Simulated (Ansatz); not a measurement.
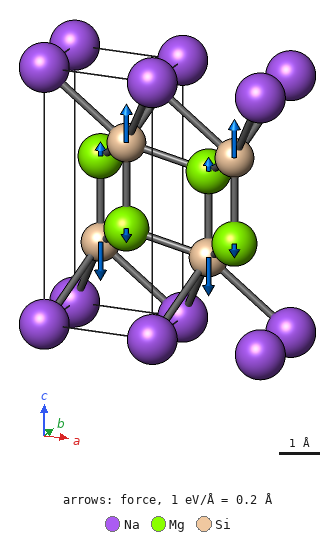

Starting geometry of solid NaMg2Si2 (a generated structure, set up in P-3m1) (coarse preliminary run) with the computed forces as blue arrows. Style: ball-and-stick. Shown: the cell of the calculation, repeated 2 × 1 × 1 with one cell outlined, slightly off an axis.

Method: DFT PBE, scalar-relativistic, plane waves, PAW (Ansatz). Settings: plane-wave cutoff 420 eV; k-point mesh 6 × 6 × 4; occupations gaussian; smearing width 0.1 eV; no spin polarisation; cell and atoms relaxed; force threshold 0.04 eV/Å; at most 70 steps.

### What follows when this structure is relaxed?

It isn't relaxed: the largest force vector, on Si atoms, is 5.09 eV/Å. The atoms end up moving mostly along the starting forces (cosine between the two patterns 0.93). The energy falls by 5.842 eV per cell of the calculation in 11 accepted moves (14 points after the start). The largest force component goes from 5.1 to 0.023 eV/Å. The pressure goes from 46.35 to 0.06 GPa. The line search rejected the trial step at point 12 of the run. The SCF was repeated twice at an unchanged geometry on a basis and grid sized afresh for the cell, which shifted the energy by 0.121 eV per cell of the calculation at most. The largest moves relative to the cell, 0.42 Å, are those of Si atoms. Largest moves by element: Si 0.42 Å, Mg 0.38 Å. Na stays in place. The volume changes by +38.5 %, with a = b 3.721 → 4.719 Å (+26.8 %), c 6.651 → 5.730 Å (−13.8 %). Among the contacts that change: Mg–Si 4.425 → 3.010 Å, Mg–Mg 2.650 → 3.438 Å, Mg–Si 2.252 → 2.795 Å, Mg–Si 2.226 → 2.720 Å. New bonds form: Mg–Si (4.43 → 3.01 Å). Among the angles between lasting bonds that change: Si–Na–Si 98.6° → 75.0°, Si–Na–Si 81.4° → 105.0°, Si–Mg–Si 107.4° → 102.9°. The space group stays P-3m1 (No. 164).
